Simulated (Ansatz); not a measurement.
# CH5SSi: the cost of one run

All numbers are computed with Ansatz 0.2.0 through its Python package. The levels of theory stand in the script.

## 1. The system

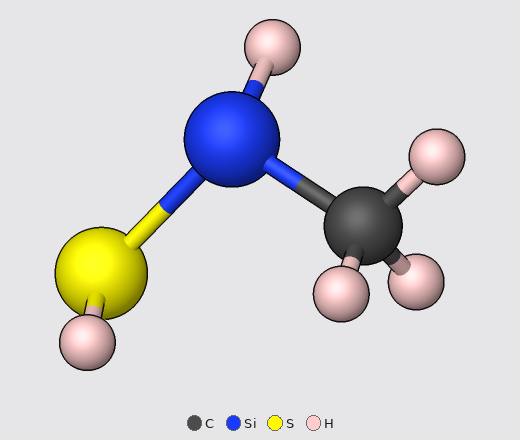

The structure that the script starts from, seen from a chosen angle (carbon dark grey, silicon blue, sulfur yellow, hydrogen pink).

The script holds or builds the structure itself.

## 2. Script

composite_ch5ssi.py

```python
import itertools
import logging
import sys

import ansatz as az
from ase.data import atomic_numbers, covalent_radii
import numpy as np

logging.basicConfig(stream=sys.stdout, format="%(levelname)s:%(name)s:%(message)s")
log = logging.getLogger("calc")
log.setLevel(logging.INFO)

BASIS = "def2-SVP"
XC = "r2scan"

GEOMETRY = """
C    -0.52340    0.70550   -0.42780
Si    1.01910   -0.08970   -0.04610
S     0.57630   -1.87990    1.04290
H    -0.32740    1.68800   -0.99970
H    -1.12180    1.00170    0.45190
H    -1.21800    0.12860   -1.05260
H     1.90580    0.79170    0.79500
H    -0.21830   -2.40300    0.18060
"""

mol = az.Crystal.molecule()
for line in GEOMETRY.strip().splitlines():
    symbol, *xyz = line.split()
    mol = mol.atom(symbol, [float(v) for v in xyz])

job = (
    mol.calculation()
    .basis(gaussian=BASIS)
    .functional(XC)
    .spin("collinear", total=1)
)
symbols = [site.symbol for site in mol.cartesian_sites]
start = np.array([site.position_ang for site in mol.cartesian_sites], dtype=float)
r = job.relax(force_tolerance=0.01).run(threads=1).report
end = np.array(r["positions_ang"])
radius = [covalent_radii[atomic_numbers[s]] for s in symbols]
span = lambda where, i, j: np.linalg.norm(where[i] - where[j])
bonded = [(i, j) for i, j in itertools.combinations(range(len(symbols)), 2) if min(span(start, i, j), span(end, i, j)) < 1.2 * (radius[i] + radius[j])]
log.info("pair        before    after (A)")
for i, j in bonded:
    print(f"{symbols[i]}{i}-{symbols[j]}{j}".ljust(10), f"{span(start, i, j):8.4f} {span(end, i, j):8.4f}")

minimum = az.Crystal.molecule()
for symbol, place in zip(symbols, end):
    minimum = minimum.atom(symbol, place.tolist())
at_minimum = minimum.calculation().spin("collinear", total=1)
level = lambda method, basis: at_minimum.basis(gaussian=basis).correlation(method).run(threads=1).report
small, large, cluster = level("mp2", "cc-pVDZ"), level("mp2", "cc-pVTZ"), level("ccsd_t", "cc-pVDZ")
corr = lambda each: (each["free_energy_ev"] - each["reference_energy_ev"]) / 27.211386246
mp2_limit = (27 * corr(large) - 8 * corr(small)) / 19
pieces = {"HF / cc-pVTZ": large["reference_energy_ev"] / 27.211386246, "MP2 correlation, DZ-TZ limit": mp2_limit, "CCSD(T) - MP2 / cc-pVDZ": corr(cluster) - corr(small)}
for name, value in pieces.items():
    log.info(f"{name:32s} {value:14.6f} Ha")
log.info(f"{'sum':32s} {sum(pieces.values()):14.6f} Ha")
print("T1 diagnostic", round(cluster["correlation"]["coupled_cluster"]["t1_diagnostic"], 4))
```

## 3. Running it

The run is started by

```bash
$ python composite_ch5ssi.py
```

**Question.** How long does this script take on 1 thread of Arm Neoverse V2, shared host, and how much memory does it need?

About 78 s, with a peak of 0.43 GiB.
